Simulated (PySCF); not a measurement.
## EPR calculation of C5H11Si2

The run: EPR calculation of C5H11Si2, multiplicity 2, SMILES C=C(C)[SiH]1C[SiH]C1. Method and program: UKS B3LYP, pcH-1 on C H Si, non-relativistic, mean-field spin-orbit, GIAO (PySCF 2.14.0).

It belongs to a series of runs on one base structure; here: H removed from Si.

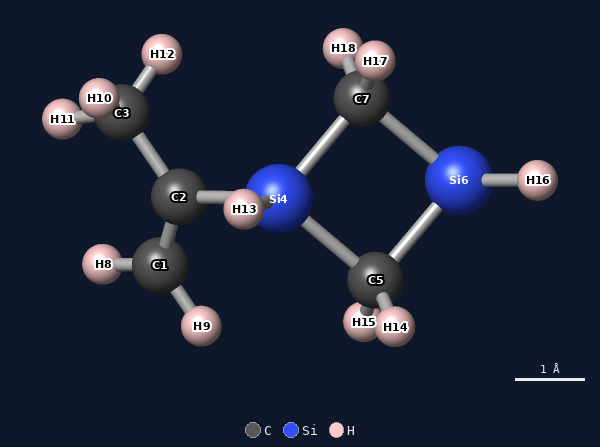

Figure 1. The structure (ball-and-stick view, seen at a tilt; atoms are numbered from 1 in the order of the input). Bond lengths as drawn: C–C 1.32 to 1.50 Å, C–H 1.08 to 1.09 Å, C–Si 1.89 to 1.93 Å and H–Si 1.47 Å.

### Input file
```
{"job": {"kind": "epr", "basis": "pcH-1"}, "charge": 0, "multiplicity": 2}
C      1.837180     1.146687    -0.813986
C      1.301402     0.450930     0.177701
C      2.153698    -0.313019     1.142638
Si    -0.558801     0.369048     0.478378
C     -1.657267     0.744025    -1.047588
Si    -2.376605    -1.043677    -1.034270
C     -1.280064    -1.412662     0.509830
H      2.905395     1.201030    -0.969701
H      1.233314     1.696427    -1.516151
H      1.916829    -0.023137     2.165267
H      3.214085    -0.142446     0.964227
H      1.951133    -1.379577     1.050621
H     -0.883327     1.161367     1.677121
H     -2.407260     1.512819    -0.877185
H     -1.119169     1.030431    -1.946739
H     -3.827080    -1.132963    -0.801890
H     -1.859451    -1.646185     1.400573
H     -0.552771    -2.212781     0.396173
```

The first line tells a small driver script what to run in PySCF; the rest is the geometry in Å.

Run on 1 CPU thread, shared host.

Run as:
```bash
OMP_NUM_THREADS=1 python <driver script> task.json out
```

### What the program printed
```
UKS, coarse grid
  cycle   1  E = -776.01093420  |g| = 4.82e-01
  cycle   2  E = -775.91360887  |g| = 6.25e-01
  cycle   3  E = -776.12271226  |g| = 6.25e-02
  cycle   4  E = -776.12436088  |g| = 3.39e-02
  cycle   5  E = -776.12493596  |g| = 9.49e-03
  cycle   6  E = -776.12497529  |g| = 4.08e-03
  cycle   7  E = -776.12498330  |g| = 7.96e-04
UKS, final grid
  cycle   1  E = -776.12489696  |g| = 1.11e-03
  cycle   2  E = -776.12489583  |g| = 1.85e-03
  cycle   3  E = -776.12489761  |g| = 2.43e-04
  cycle   4  E = -776.12489764  |g| = 2.98e-05
  cycle   5  E = -776.12489764  |g| = 1.68e-05
E = -776.12489764 Eh   <S^2> = 0.7513 (exact 0.7500)
g shifts (ppm)      1          2          3
  rmc          -135       -135       -135
  gc             36         30         44
  oz_so        -363       1231       2407
  total        -462       1126       2316
hyperfine (MHz)  atom isotope    a_iso     a_fc   dipolar eigenvalues
    0   13C      -0.07      -0.07     -0.32      0.05      0.27
    1   13C       4.98       4.98     -0.74     -0.57      1.31
    2   13C       0.16       0.16     -0.18     -0.11      0.29
    3  29Si     -19.63     -19.64     -1.92      0.84      1.08
    4   13C      13.52      13.46     -6.29     -5.32     11.61
    5  29Si    -486.40    -487.36   -164.33     81.42     82.91
    6   13C      13.22      13.16     -6.35     -5.39     11.73
    7    1H       0.32       0.32     -0.48     -0.39      0.87
    8    1H       0.02       0.02     -0.74     -0.67      1.41
    9    1H      -0.02      -0.02     -0.48     -0.44      0.92
   10    1H       0.27       0.27     -0.37     -0.34      0.71
   11    1H      -0.11      -0.11     -0.65     -0.62      1.27
   12    1H      12.02      12.02     -1.01     -0.84      1.85
   13    1H      21.53      21.52     -4.39      0.20      4.19
   14    1H      24.01      24.01     -4.96     -3.19      8.15
   15    1H      71.41      71.39     -8.81      1.03      7.78
   16    1H      21.70      21.69     -4.43      0.24      4.19
   17    1H      23.78      23.78     -4.96     -3.18      8.14
```

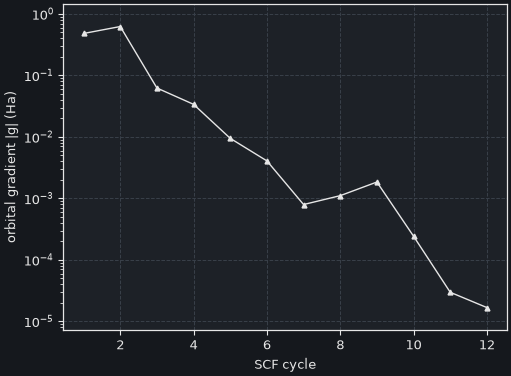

Figure 2. Convergence of the self-consistent field: orbital gradient |g| against the SCF cycle. All cycles printed in the log are drawn one after another.

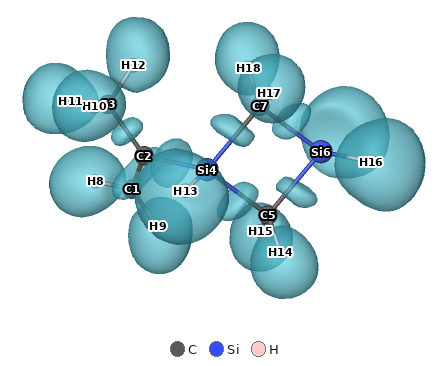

Figure 3. Isosurface of the ELF at 0.85 (cyan), seen at a tilt. Only the valence region is drawn (cores and ρ < 0.01 e/Å³ removed). Values along the shortest contacts: C–C (1.32 Å): the ELF peaks at about 0.95 between the atoms; a double or triple bond.

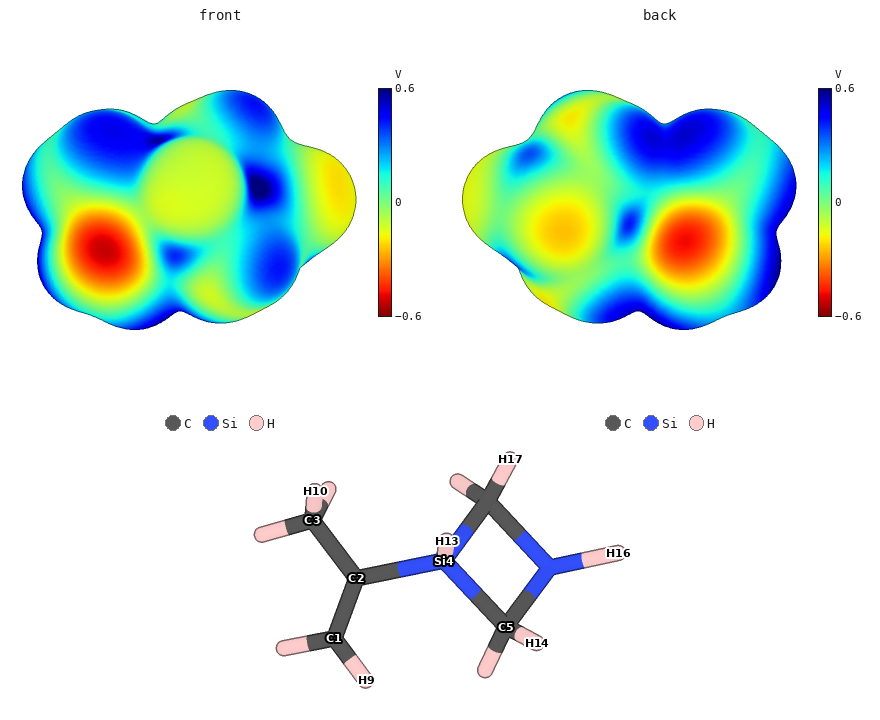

Figure 4. The electrostatic potential painted on the density surface at 0.001 e/bohr³, seen face on and from behind; the colour scale runs from red (negative) to blue (positive). The bare structure is drawn below in the same view.

### Key numbers

| quantity | value |
| --- | --- |
| outcome | converged |
| total energy | −776.124898 hartree |
| ⟨S²⟩ | 0.751 |
| isotropic g | 2.0033 |
| wall time | 2 min |
| peak memory | 1.1 GiB |
